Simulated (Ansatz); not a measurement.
Ligand exchange: C2H3BrO + CuNH2 → C2H5NO + CuBr

Species: C2H3BrO (acetyl bromide) `CC(=O)Br`, singlet; CuNH2 `[NH2][Cu]`, singlet; C2H5NO (acetamide) `CC(N)=O`, singlet; CuBr (copper(i) bromide), singlet. The partners trade Br for NH2: C–Br and Cu–NH2 bonds give way to C–NH2 and Cu–Br.

Shapes, held fixed at every level: PBE0-D4/def2-TZVP. Flexible molecules stand in one conformer, not always the lowest. Programs: Ansatz 0.2.0. The zero-point and thermal change to 298 K, harmonic and unscaled (PBE0-D4/def2-TZVP), is +8.8 kJ/mol.

| level | kind | ΔH(298 K) (kJ/mol) | CPU time (sum over the molecules) |
| --- | --- | --- | --- |
| HF/def2-SVP | Hartree–Fock | -319.2 | – |
| HF/def2-TZVPP | Hartree–Fock | -292.4 | – |
| SPW92/def2-TZVPP | LDA | -177.6 | 9.9 s |
| r2SCAN-D4/def2-TZVPP | meta-GGA | -182.1 | 31 s |
| B3LYP-D4/def2-TZVPP | global hybrid | -190.9 | 24 s |
| BHLYP-D4/def2-TZVPP | global hybrid | -236.5 | 20 s |
| wB97M-V/def2-TZVPP | range-separated hybrid | -209.3 | 69 s |

wB97M-V/def2-TZVPP gives ΔH(298 K) = -209.3 kJ/mol; the levels span -319.2 to -177.6. The median of the levels is -209.3. No measured value is set beside it here. Relativity is left out for Br, Cu. Times are processor times on shared x86 and Arm servers, and rough.

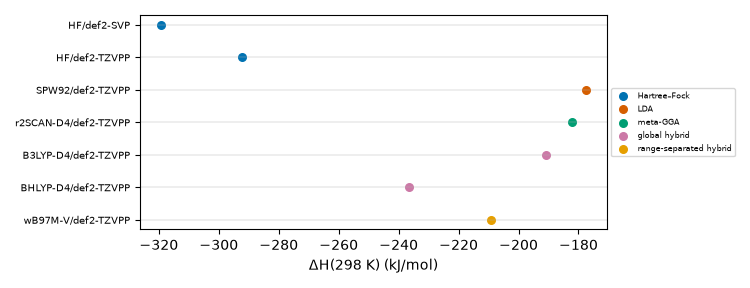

The values of the table, level by level.
